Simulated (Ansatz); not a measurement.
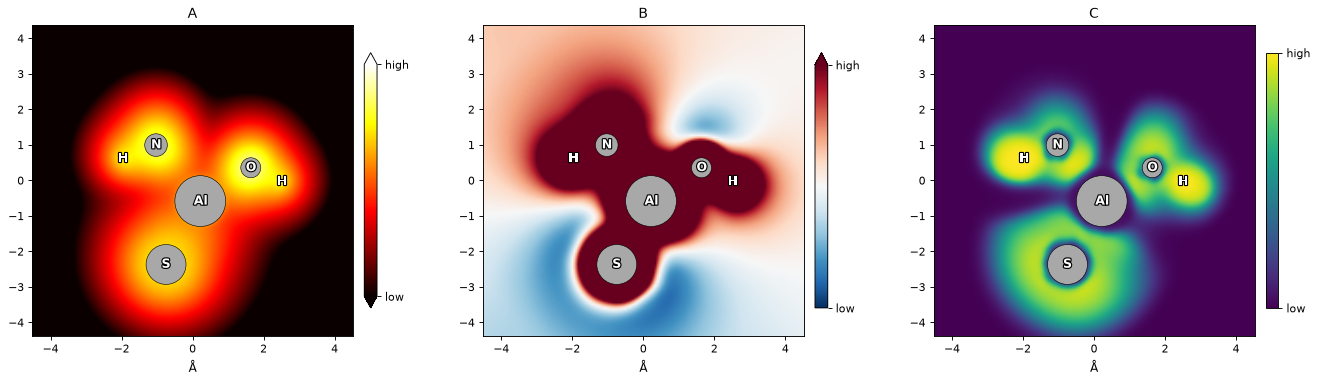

AlH4NOS: 3 fields on the plane of atoms Al1, O5 and H8, with unlabelled colour scales. Grey discs cover the atomic cores.

The product side of a reaction path; geometry: PBE0-D4/def2-TZVP; a saddle point, not a minimum.

Theory: Ansatz 0.2.0, RKS PBE0-D4/def2-TZVPP.

```tsv
atom	x (Å)	y (Å)	z (Å)
Al	-0.8399	-0.2073	-0.3329
N	1.0691	-0.2615	0.2940
S	-1.5159	-1.9987	-1.0023
H	1.3813	-1.2203	0.1618
O	-1.0561	1.4492	0.0039
H	1.1705	-0.0143	1.2745
H	1.6766	0.3585	-0.2345
H	-1.8856	1.8944	-0.1644
```

The panels show electron density, electron localisation function and electrostatic potential in some order. Assign them.

Answer. Panel A: electron density. Panel B: electrostatic potential (strongly positive close to the atoms, with negative regions outside electron-rich atoms). Panel C: electron localisation function. From the grid: Al–O (1.70 Å): the density is about 0.89 e/Å³ at the midpoint; the ELF peaks at about 0.90 in the valence shell of O, 0.6 Å from its nucleus, and is about 0.50 at the midpoint. Al–N (2.01 Å): the density is about 0.54 e/Å³ at the midpoint; the ELF peaks at about 0.95 in the valence shell of N, 0.7 Å from its nucleus, and is about 0.75 at the midpoint.
